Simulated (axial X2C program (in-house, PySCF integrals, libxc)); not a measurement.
**FH: bond curves with and without spin–orbit coupling**

What are the state, bond length, wavenumber and bond energy of FH, and what does spin–orbit coupling change?

Computed with an in-house X2C program for linear molecules on PySCF integrals. Level: all-electron X2C, F dyall-av3z, H dyall-v3z.

All values are calculated.

### 1 The job

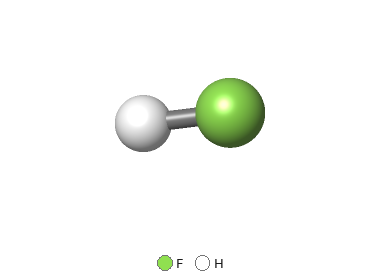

The two atoms at 0.960 Å (fluorine green, hydrogen white).

Contents of task.json:

```json
{"zs": [9, 1], "q": 0, "bas": ["dyall-av3z", "dyall-v3z"], "levels": ["PBE0", "HF", "PBEsol"], "cc": true, "r0": 0.96, "thr": -2.0, "nmax": 90, "npts": 10, "nst": 2, "ntry": 6}
```

Keys: zs atomic numbers; q charge; bas basis sets; levels methods (HF also brings MP2); cc coupled cluster on or off; r0 starting distance in Å; thr threshold in hartree for freezing inner shells (an s shell follows its p shell); nmax most natural virtual spinors; npts points asked for on the curve; nst determinants followed; ntry starts of the search.

On the command line:

```
$ python so2c.py task.json out
```

Spin-free means the one-electron spin-free X2C Hamiltonian; two-component (2c) means X2C with spin–orbit coupling and atomic mean-field two-electron Coulomb and Gaunt terms. Basis: F dyall-av3z contracted to [7s6p3d2f], H dyall-v3z contracted to [6s2p1d]; Gaussian nuclei, density fitting. Masses: F 18.998 u, H 1.008 u.

Notation: σ, π±, δ± give the projection m of an orbital's angular momentum (0, ±1, ±2), α and β its spin, Λ and M_S the sums; ω is the projection of a spinor's total angular momentum and Ω the sum. Logs are in hartree.

The runs that follow: PBE0, spin-free; HF, spin-free; PBEsol, spin-free; Correlated methods, spin-free; PBE0, 2c; HF, 2c; PBEsol, 2c; Correlated methods, 2c.

**Question.** What will these runs give? Wanted: for each run, Hamiltonian; Re; ωe; De; μ.

**Answer**, as computed:

Lowest determinant that the search found at its distance, spin-free: M_S = 0, Λ = 0 (closed shell).

Lowest determinant that the search found at its distance, 2c: Ω = 0 (closed shell).

```
Hamiltonian    level  Re (Å)  ωe (cm⁻¹)  De (eV)  μ (D)
  spin-free     PBE0   0.919       4144     5.92   1.81
  spin-free       HF   0.898       4465     4.19   1.89
  spin-free      MP2   0.922       4111     6.19    n/a
  spin-free     CCSD   0.918       4157     5.92    n/a
  spin-free  CCSD(T)   0.921       4111     6.01    n/a
  spin-free   PBEsol   0.932       3971     6.45   1.80
         2c     PBE0   0.919       4144     5.92   1.81
         2c       HF   0.898       4465     4.18   1.89
         2c      MP2   0.922       4111     6.19    n/a
         2c     CCSD   0.918       4157     5.91    n/a
         2c  CCSD(T)   0.921       4111     5.99    n/a
         2c   PBEsol   0.932       3971     6.45   1.80
```

Dipoles are positive if H is the positive end.

In words: At CCSD(T), going from spin-free to two-component changes Re by 0 mÅ, ωe by 0.0 %; the spin-free picture holds up (part of it comes from the scalar share of the two-electron terms). De moves by -0.02 eV; both De rest on single-determinant atoms, which can miss part of an open shell's spin–orbit lowering.

De refers to F + H, each in the lowest determinant found, which need not be this curve's own limit. The state is a single determinant with fixed occupations, the lowest that a limited PBE0 search found. The closed shell is kept restricted; where the fragments are open shells, the energy then runs too high at long range. Dissociation energies refer to the lowest single-determinant-based atoms at the same level and basis. CCSD and (T) use frozen natural virtuals with an MP2 correction for the truncation.
